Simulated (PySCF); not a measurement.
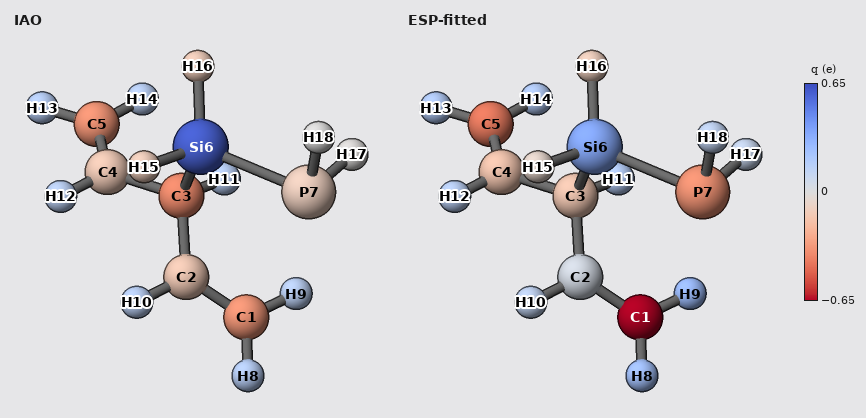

Atomic charges of one calculation by 2 schemes, on one colour scale. Computed geometry: GFN2-xTB optimisation. No frequency run is at hand to confirm it as a minimum. Computed with PBE0/pcSseg-1 (PySCF 2.14.0).

> On which atom do the schemes disagree most?

On C1 (from −0.65 to −0.33 e).

List the charges (e), one line for each set of equivalent atoms.

| atom | IAO | ESP-fitted |
| --- | --- | --- |
| C1 | −0.33 | −0.65 |
| C2 | −0.13 | 0.04 |
| C3 | −0.36 | −0.14 |
| C4 | −0.13 | −0.15 |
| C5 | −0.33 | −0.41 |
| Si6 | 0.58 | 0.34 |
| P7 | −0.10 | −0.34 |
| H8 | 0.16 | 0.23 |
| H9 | 0.14 | 0.26 |
| H10 | 0.14 | 0.12 |
| H11 | 0.15 | 0.16 |
| H12 | 0.14 | 0.14 |
| H13 | 0.15 | 0.17 |
| H14 | 0.14 | 0.17 |
| H15 | −0.11 | −0.05 |
| H16 | −0.11 | −0.10 |
| H17 | −0.01 | 0.10 |
| H18 | 0.00 | 0.12 |

The geometry is semi-empirical. Around P, Si such bond lengths and angles can be off by a tenth of an ångström or more and by several degrees, and values that hang on the shape move with them.
